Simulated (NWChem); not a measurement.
# the pair C3H6···BH2F: a chain of runs

Aim: a single-point energy (singlet C3H8BF, B97-D/6-31G*), then the energy (singlet C3H6, B97-D/6-31G*), then the energy (singlet BH2F, B97-D/6-31G*), then the energy (singlet C3H6, B97-D/6-31G*), then the energy (singlet BH2F, B97-D/6-31G*) of C3H8BF and its partners. 

The results are computed with NWChem 7.3.0.

### 1 The molecule

C3H8BF has 13 atoms, charge 0, and is taken as a singlet. The two molecules were placed rigidly side by side, at 0.8 times their contact distance; the pair isn't optimised.

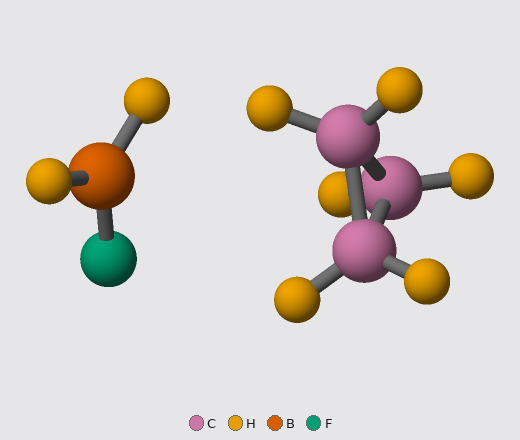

Viewed from a chosen angle; carbon pink, hydrogen amber, boron orange, fluorine teal.

### 2 A single-point energy at B97-D/6-31G(d) (spherical functions) (run 1)

The input, c3h8bf.nw:

```
start c3h8bf
title "C3H8BF B97-D"
memory stack 880 mb heap 220 mb global 1100 mb
charge 0

geometry units atomic noautosym nocenter noautoz
 C   -0.99726517   0.04616601  -1.29279944
 C    1.36489249   0.89710968   0.01092262
 C   -0.36760842  -0.94329459   1.28176344
 H   -2.53833682   1.38201341  -1.45871739
 H   -0.81188303  -1.22694248  -2.88394883
 H    1.42914318   2.81159122   0.73090827
 H    3.15578594   0.20244636  -0.69394523
 H    0.24598565  -2.88895661   1.44031146
 H   -1.48065711  -0.28018969   2.86554290
 B   -1.52534913   5.61736208   3.14792468
 F   -3.85938766   4.76879946   3.30282553
 H   -0.65017917   5.93026294   1.08477838
 H   -0.41965148   6.02454137   5.07990508
end

basis spherical bse
 * library 6-31G*
end

dft
 xc becke97-d
 grid fine
 convergence energy 1e-08
 maxiter 100
 mulliken
 noprint "final vectors analysis"
end

task dft energy
```

Launch:

```
$ nwchem c3h8bf.nw > c3h8bf.out
```

Log:

```text
[...]
          Wavefunction type:  closed shell.
          No. of atoms     :    13
          No. of electrons :    40
[...]
          Charge           :     0
          Spin multiplicity:     1
[...]
          AO basis - number of functions:    86
[...]
              XC Information
              --------------
                   Becke 97-D Method XC Functional
                  Becke 1997-D Exchange Functional  1.000
                Becke 1997-D Correlation Potential  1.000
[...]
 d= 0,ls=0.0,diis     1   -243.5907939560 -4.02D+02  1.21D-02  5.39D-01     2.4
[...]
 d= 0,ls=0.0,diis    10   -243.6625202294 -2.01D-09  3.90D-07  2.02D-09    20.2
         Total DFT energy =     -243.662520229404
      One electron energy =     -644.269174607826
           Coulomb energy =      276.368166012400
    Exchange-Corr. energy =      -33.721220000805
 Nuclear repulsion energy =      157.972527111807
    Dispersion correction =       -0.012818744980
[...]
      Total Density - Mulliken Population Analysis
     ---------------------------------------------
    Atom       Charge   Shell Charges
 -----------   ------   -------------------------------------------------------
    1 C    6     6.31   2.00  0.68  2.12  0.58  0.90  0.04
    2 C    6     6.32   2.00  0.68  2.12  0.58  0.90  0.04
    3 C    6     6.32   2.00  0.67  2.12  0.58  0.91  0.04
    4 H    1     0.84   0.54  0.30
    5 H    1     0.84   0.54  0.31
    6 H    1     0.85   0.54  0.31
    7 H    1     0.84   0.54  0.31
    8 H    1     0.84   0.54  0.31
    9 H    1     0.84   0.54  0.31
   10 B    5     4.69   2.00  0.58  1.33  0.42  0.28  0.09
[...]
```

Run time: 21 s. Hardware: 1 thread of Intel Xeon Platinum 8488C (Sapphire Rapids), shared host; peak memory 0.12 GiB.

### 3 C3H6: a single-point energy at B97-D/6-31G(d) (spherical functions) (run 2)

The input, c3h6.nw:

```
start c3h6
title "C3H6 energy"
memory 2200 mb

geometry units atomic noautosym nocenter noautoz
   C  -0.99726517  0.04616601 -1.29279944
   C   1.36489249  0.89710968  0.01092262
   C  -0.36760842 -0.94329459  1.28176344
   H  -2.53833682  1.38201341 -1.45871739
   H  -0.81188303 -1.22694248 -2.88394883
   H   1.42914318  2.81159122  0.73090827
   H   3.15578594  0.20244636 -0.69394523
   H   0.24598565 -2.88895661  1.44031146
   H  -1.48065711 -0.28018969  2.86554290
end

basis spherical bse
   C library 6-31G*
   H library 6-31G*
end

dft
   xc becke97-d
   grid fine
   convergence energy 1e-08
   iterations 100
   mulliken
   print low
end

task dft energy
```

Launch:

```
$ nwchem c3h6.nw > c3h6.out
```

Log:

```text
[...]
 d= 0,ls=0.0,diis     1   -117.7775457183 -1.94D+02  8.17D-03  2.17D-01     1.1
[...]
 d= 0,ls=0.0,diis     7   -117.8049821237 -2.70D-11  6.95D-08  1.31D-11     5.9
         Total DFT energy =     -117.804982123733
      One electron energy =     -307.580850782047
           Coulomb energy =      132.188264018055
    Exchange-Corr. energy =      -18.480395188162
 Nuclear repulsion energy =       76.073908978468
    Dispersion correction =       -0.005909150048
[...]
      Total Density - Mulliken Population Analysis
     ---------------------------------------------
    Atom       Charge   Shell Charges
 -----------   ------   -------------------------------------------------------
    1 C    6     6.31   2.00  0.68  2.12  0.57  0.90  0.04
    2 C    6     6.31   2.00  0.68  2.12  0.57  0.90  0.04
    3 C    6     6.31   2.00  0.68  2.12  0.57  0.90  0.04
    4 H    1     0.84   0.54  0.31
    5 H    1     0.84   0.54  0.31
    6 H    1     0.84   0.54  0.31
    7 H    1     0.84   0.54  0.31
    8 H    1     0.84   0.54  0.31
    9 H    1     0.84   0.54  0.31
[...]
```

Run time: 6.6 s. Hardware: 1 thread of Intel Xeon Platinum 8488C (Sapphire Rapids), shared host; peak memory 0.11 GiB.

### 4 BH2F: a single-point energy at B97-D/6-31G(d) (spherical functions) (run 3)

The input, m1.nw:

```
start m1
memory 2200 mb
charge 0

geometry units angstrom noautosym nocenter noautoz
B    -0.807180    2.972580    1.665810
F    -2.042300    2.523540    1.747780
H    -0.344060    3.138160    0.574040
H    -0.222070    3.188050    2.688170
end

basis spherical bse
* library 6-31G*
end

dft
xc becke97-d
grid fine
convergence energy 1e-08
iterations 100
mulliken
noprint "final vectors analysis"
end

task dft
```

Launch:

```
$ nwchem m1.nw > m1.out
```

Log:

```text
[...]
          Wavefunction type:  closed shell.
          No. of atoms     :     4
          No. of electrons :    16
[...]
          Charge           :     0
          Spin multiplicity:     1
[...]
          AO basis - number of functions:    32
[...]
              XC Information
              --------------
                   Becke 97-D Method XC Functional
                  Becke 1997-D Exchange Functional  1.000
                Becke 1997-D Correlation Potential  1.000
[...]
 d= 0,ls=0.0,diis     1   -125.8115949312 -1.53D+02  2.95D-02  3.17D-01     0.3
[...]
 d= 0,ls=0.0,diis     8   -125.8553015646  2.08D-10  8.41D-07  3.46D-09     1.6
         Total DFT energy =     -125.855301564646
      One electron energy =     -227.352856201186
           Coulomb energy =       89.560603909819
    Exchange-Corr. energy =      -15.237412412130
 Nuclear repulsion energy =       27.175665702343
    Dispersion correction =       -0.001302563491
[...]
      Total Density - Mulliken Population Analysis
     ---------------------------------------------
    Atom       Charge   Shell Charges
 -----------   ------   -------------------------------------------------------
    1 B    5     4.69   2.00  0.58  1.33  0.43  0.28  0.09
    2 F    9     9.21   2.00  0.94  3.34  0.98  1.94  0.01
    3 H    1     1.05   0.53  0.52
    4 H    1     1.05   0.53  0.52
[...]
```

It took 2.1 s on 1 thread of Intel Xeon Platinum 8488C (Sapphire Rapids), shared host; peak memory 0.11 GiB.

### 5 C3H6 among ghost functions: the energy at B97-D/6-31G(d) (spherical functions, with ghost functions) (run 4)

The input, c3h6.nw:

```
start c3h6
memory stack 880 mb heap 220 mb global 1100 mb
geometry units angstrom noautosym nocenter noautoz
C    -0.527730    0.024430   -0.684120
C     0.722270    0.474730    0.005780
C    -0.194530   -0.499170    0.678280
H    -1.343230    0.731330   -0.771920
H    -0.429630   -0.649270   -1.526120
H     0.756270    1.487830    0.386780
H     1.669970    0.107130   -0.367220
H     0.130170   -1.528770    0.762180
H    -0.783530   -0.148270    1.516380
bqB     -0.807180     2.972580     1.665810
bqF     -2.042300     2.523540     1.747780
bqH     -0.344060     3.138160     0.574040
bqH     -0.222070     3.188050     2.688170
end
basis "ao basis" spherical bse
C library 6-31G*
H library 6-31G*
bqB library B 6-31G*
bqF library F 6-31G*
bqH library H 6-31G*
end
dft
xc becke97-d
grid fine
convergence energy 1e-08
iterations 100
mulliken
noprint "final vectors analysis"
end
task dft
```

Launch:

```
$ nwchem c3h6.nw > c3h6.out
```

Log:

```text
[...]
          Wavefunction type:  closed shell.
          No. of atoms     :    13
          No. of electrons :    24
[...]
          Charge           :     0
          Spin multiplicity:     1
[...]
          AO basis - number of functions:    86
[...]
              XC Information
              --------------
                   Becke 97-D Method XC Functional
                  Becke 1997-D Exchange Functional  1.000
                Becke 1997-D Correlation Potential  1.000
[...]
 d= 0,ls=0.0,diis     1   -117.7779295206 -1.94D+02  5.15D-03  2.18D-01     2.3
[...]
 d= 0,ls=0.0,diis     7   -117.8053625235 -7.21D-11  3.60D-07  2.42D-09    13.6
         Total DFT energy =     -117.805362523491
      One electron energy =     -307.572380100188
           Coulomb energy =      132.178032031723
    Exchange-Corr. energy =      -18.479019820529
 Nuclear repulsion energy =       76.073914513681
    Dispersion correction =       -0.005909148177
[...]
      Total Density - Mulliken Population Analysis
     ---------------------------------------------
    Atom       Charge   Shell Charges
 -----------   ------   -------------------------------------------------------
    1 C    6     6.31   2.00  0.68  2.12  0.57  0.90  0.04
    2 C    6     6.32   2.00  0.67  2.12  0.58  0.91  0.04
    3 C    6     6.31   2.00  0.68  2.12  0.57  0.90  0.04
    4 H    1     0.84   0.54  0.31
    5 H    1     0.84   0.54  0.31
    6 H    1     0.82   0.54  0.29
    7 H    1     0.85   0.54  0.31
    8 H    1     0.85   0.54  0.31
    9 H    1     0.84   0.54  0.30
   10 X    0     0.01  -0.00 -0.00 -0.00  0.00  0.00 -0.00
[...]
```

Run time: 14 s. Hardware: 1 thread of Intel Xeon Platinum 8488C (Sapphire Rapids), shared host; peak memory 0.12 GiB.

### 6 BH2F among ghost functions: the energy at B97-D/6-31G(d) (spherical functions, with ghost functions) (run 5)

The input, bfh2.nw:

```
start bfh2
title "BFH2"
memory total 2200 mb

geometry units angstrom noautosym nocenter noautoz
B     -0.807180     2.972580     1.665810
F     -2.042300     2.523540     1.747780
H     -0.344060     3.138160     0.574040
H     -0.222070     3.188050     2.688170
bqC     -0.527730     0.024430    -0.684120
bqC      0.722270     0.474730     0.005780
bqC     -0.194530    -0.499170     0.678280
bqH     -1.343230     0.731330    -0.771920
bqH     -0.429630    -0.649270    -1.526120
bqH      0.756270     1.487830     0.386780
bqH      1.669970     0.107130    -0.367220
bqH      0.130170    -1.528770     0.762180
bqH     -0.783530    -0.148270     1.516380
end

basis spherical bse
B library 6-31G*
F library 6-31G*
H library 6-31G*
bqC library C 6-31G*
bqH library H 6-31G*
end

dft
xc becke97-d
grid fine
convergence energy 1e-08
maxiter 100
mulliken
print low
end

task dft energy
```

Launch:

```
$ nwchem bfh2.nw > bfh2.out
```

Log:

```text
[...]
 d= 0,ls=0.0,diis     1   -125.8125651167 -1.53D+02  1.09D-02  3.18D-01     2.1
[...]
 d= 0,ls=0.0,diis     8   -125.8563289668  2.09D-10  3.15D-07  3.49D-09    14.4
         Total DFT energy =     -125.856328966829
      One electron energy =     -227.335583109695
           Coulomb energy =       89.539703277083
    Exchange-Corr. energy =      -15.234812273069
 Nuclear repulsion energy =       27.175665702343
    Dispersion correction =       -0.001302563491
[...]
      Total Density - Mulliken Population Analysis
     ---------------------------------------------
    Atom       Charge   Shell Charges
 -----------   ------   -------------------------------------------------------
    1 B    5     4.68   2.00  0.58  1.33  0.42  0.27  0.09
    2 F    9     9.21   2.00  0.94  3.34  0.98  1.94  0.01
    3 H    1     1.05   0.53  0.52
    4 H    1     1.05   0.53  0.52
    5 X    0    -0.00   0.00  0.00 -0.00 -0.00  0.00 -0.00
    6 X    0    -0.00  -0.00 -0.00 -0.00 -0.00  0.00  0.00
    7 X    0    -0.00   0.00  0.00 -0.00 -0.00 -0.00 -0.00
    8 X    0     0.00  -0.00  0.00
    9 X    0     0.00   0.00  0.00
   10 X    0     0.00  -0.00  0.01
[...]
```

Run time: 15 s. Hardware: 1 thread of Intel Xeon Platinum 8488C (Sapphire Rapids), shared host; peak memory 0.12 GiB.

### 7 Outcome

```
                                                                                                                quantity          value
                                                                                       run 1, B97-D/6-31G*: total energy  -243.66252 Eh
                                                                                      run 1, B97-D/6-31G*: dipole moment         0.40 D
                                                                                  run 1, B97-D/6-31G*: dispersion energy  -33.66 kJ/mol
                                                                                                      C3H6: total energy  -117.80498 Eh
                                                                                                 C3H6: dispersion energy  -15.51 kJ/mol
                                                                                                      BH2F: total energy  -125.85530 Eh
                                                                                                     BH2F: dipole moment         0.38 D
                                                                                                 BH2F: dispersion energy   -3.42 kJ/mol
                                                                                C3H6 among ghost functions: total energy  -117.80536 Eh
                                                                               C3H6 among ghost functions: dipole moment         0.04 D
                                                                           C3H6 among ghost functions: dispersion energy  -15.51 kJ/mol
                                                                                BH2F among ghost functions: total energy  -125.85633 Eh
                                                                           BH2F among ghost functions: dispersion energy   -3.42 kJ/mol
              interaction energy of the rigid parts C3H6 and BH2F (parts in their own basis; closest atoms 1.99 Å apart)      -0.061 eV
interaction energy of the rigid parts C3H6 and BH2F (parts in the whole basis, counterpoise; closest atoms 1.99 Å apart)      -0.023 eV
```

The interaction energy of the rigid parts C3H6 and BH2F (parts in their own basis; closest atoms 1.99 Å apart) is −0.06 eV (−5.9 kJ/mol): the parts attract. Without counterpoise this holds the superposition error of the basis. The interaction energy of the rigid parts C3H6 and BH2F (parts in the whole basis, counterpoise; closest atoms 1.99 Å apart) is −0.02 eV (−0.5 kcal/mol): the parts attract. The basis-set superposition error is 3.7 kJ/mol.
